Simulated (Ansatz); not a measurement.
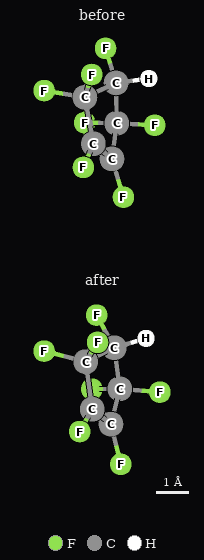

The structure of C₅HF₇ (coarse preliminary run) before (top) and after (bottom) a relaxation, at one scale.

Style: ball-and-stick. Shown from a free direction.

The start comes from a force field.

Method: RKS PBE-D4/def2-SVP in Ansatz 0.2.0. (force threshold 0.03 eV/Å; at most 200 steps)

> Summarise the run.

An F atom moves most after the best rigid fit: 0.29 Å. Largest moves by element: F 0.29 Å, H 0.23 Å, C 0.10 Å. Some distances before and after: C–F 1.275 → 1.323 Å, C–F 1.316 → 1.362 Å, C–H 1.147 → 1.111 Å, C–C 1.316 → 1.350 Å. Bond angles that change, for instance: F–C–C 126.2° → 121.0°, C–C–C 99.6° → 104.7°, F–C–C 116.5° → 112.3°. Over 7 geometry steps the energy falls by 0.349 eV. Largest force component: 2.3 eV/Å at the start, 0.0097 eV/Å at the end. The run took about 12 s of wall time on a shared GPU.
